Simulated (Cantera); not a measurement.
Input: 1 mol SiO₂, 0.11 mol Al₂O₃, 0.32 mol N₂, equilibrated at 1 atm.

Equilibrium computed with Cantera from the NASA thermochemical tables; the gas is ideal and each condensed phase is pure. Candidate condensed phases: Al, AlN, Al₂O₃, Al₂SiO₅, Al₆Si₂O₁₃, Si, SiO₂, Si₂N₂O, Si₃N₄; 23 gas species. Mutual solubility and eutectic melting of coexisting phases are not modelled. The tables hold silica as quartz up to 1696 K and as liquid above; real silica turns to tridymite and cristobalite and melts near 1996 K. Condensed phases not in the tables: alloys, solid solutions and most ternary compounds. Equilibrium is a limit: real reactors are often held back by kinetics, nucleation or transport.

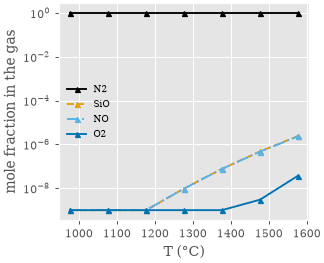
Fig. 1. Equilibrium gas composition (values under 1e-9 drawn at 1e-9)

At 977 °C the condensed part is Al₂SiO₅(andalusite) + SiO₂(β-quartz). From 1077 °C to 1377 °C the condensed part is Al₆Si₂O₁₃(mullite) + SiO₂(β-quartz). From 1477 °C to 1577 °C the condensed part is Al₆Si₂O₁₃(mullite) + SiO₂(condensed).
